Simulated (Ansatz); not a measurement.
**Ge3W2: from a guess to a relaxed structure**

Aim: relax a trial structure of Ge3W2 and see where it ends.

Method: DFT PBE, scalar-relativistic, plane waves, PAW, in Ansatz 0.2.0.

## Step 1: Starting point

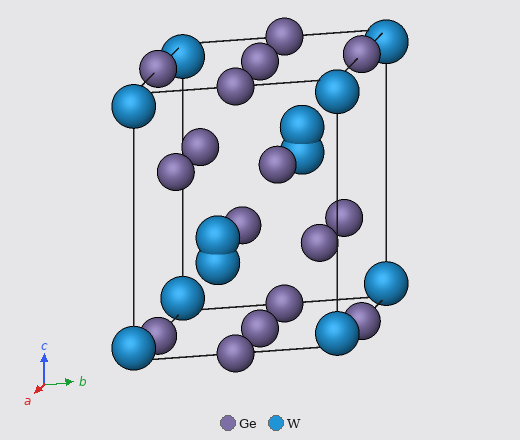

The starting structure, seen slightly off an axis (germanium purple, tungsten blue). Atoms on the faces are drawn again on the opposite ones. The cell drawn here is the conventional one.

Coordinates:

```cif
data_structure
_symmetry_space_group_name_H-M 'R-3m:H'
_symmetry_Int_Tables_number 166
_cell_length_a 7.9546
_cell_length_b 7.9546
_cell_length_c 10.2915
_cell_angle_alpha 90.000
_cell_angle_beta 90.000
_cell_angle_gamma 120.000
_cell_volume 563.96
loop_
_atom_site_label
_atom_site_type_symbol
_atom_site_symmetry_multiplicity
_atom_site_Wyckoff_symbol
_atom_site_fract_x
_atom_site_fract_y
_atom_site_fract_z
_atom_site_occupancy
Ge1 Ge 9 e 0.16667 0.33333 0.33333 1
W1 W 6 c 0.33333 0.66667 0.61952 1
```

A structure generator made this guess: random cell by space group and Wyckoff sites (R-3m, No. 166). Lengths come from tabulated atomic sizes and are only a guess.

## Step 2: Probe: one point on a coarse mesh

input.yaml reads:

```yaml
crystal:
  lattice:
    - [3.97730033, 2.29629541, 3.43051328]
    - [-3.97730033, 2.29629541, 3.43051328]
    - [0.0, -4.59259083, 3.43051328]
  atoms:
    - { symbol: Ge, position: [0.5, 0.5, 0.0] }
    - { symbol: Ge, position: [0.0, 0.5, 0.5] }
    - { symbol: Ge, position: [0.5, 0.0, 0.5] }
    - { symbol: W, position: [0.95285632, 0.95285632, 0.95285632] }
    - { symbol: W, position: [0.04714368, 0.04714368, 0.04714368] }
basis:
  ecutwfc: 420
kpoints:
  mp_grid: { grid: [3, 3, 3] }
hamiltonian:
  xc: pbe
scf:
  occupations: { method: gaussian, width: 0.1 }
  lower_state_search: "off"
output:
  forces: true
  stress: true
  eigenvalues: true
```

The run is started by

```sh
$ ansatz run input.yaml --threads 1 --pin off --max-ram 2560MiB --backend cpu --events-out ev --progress --plain --runs-dir out
```

Further runs follow: coarse relaxation; relaxation on the finer mesh.

**Question.** What will these runs give? Wanted: conventional cell; volume; energy over the elements; gap on the mesh.

The runs gave:

| quantity | value |
| --- | --- |
| symmetry at the end (tolerance 0.05 Å) | space group R-3m (No. 166) |
| conventional cell | a = 5.323 Å, b = 5.323 Å, c = 10.333 Å, α = 90.00°, β = 90.00°, γ = 120.00° |
| volume | 16.90 Å³/atom |
| energy over the elements | +0.50 eV/atom |
| gap on the mesh | none (metal) |

**Reading.** The space group R-3m (No. 166) is kept, and the volume per atom shrinks by 55.0 % from the first guess. The formation energy is positive, so the separate elements lie lower. No finished test with a distortion of lower symmetry is shown, so the end may be a saddle point. The runs treat W without spin-orbit coupling. Where forces pass 15 eV/Å atoms stand far too close, the PAW spheres overlap strongly and those numbers are rough.
